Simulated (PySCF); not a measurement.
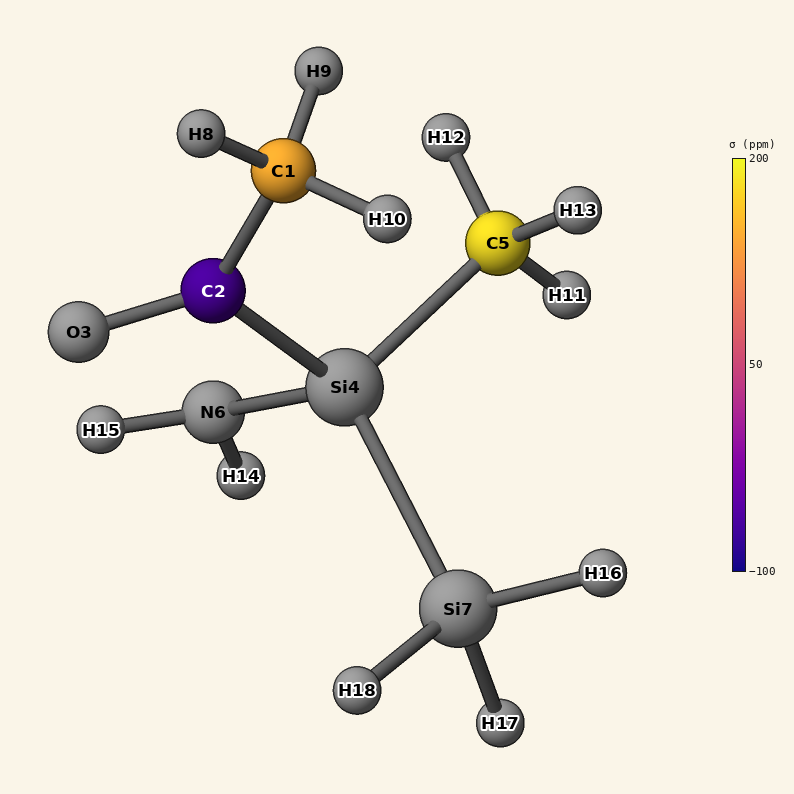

Atoms are coloured by their isotropic NMR shieldings (C only, the others grey). The computed structure is the end point of a GFN2-xTB optimisation. No frequency run is at hand to confirm it as a minimum. Level of theory: GIAO PBE0/pcSseg-1 NMR shielding, non-relativistic, gas phase (PySCF 2.14.0).

Give the isotropic NMR shieldings of the C atoms atom by atom.

```json
{"atom": "C1", "σ (ppm)": "147.2"}
{"atom": "C2", "σ (ppm)": "−60.5"}
{"atom": "C5", "σ (ppm)": "183.0"}
```

The geometry is semi-empirical. Around Si such bond lengths and angles can be off by a tenth of an ångström or more and by several degrees, and values that hang on the shape move with them.
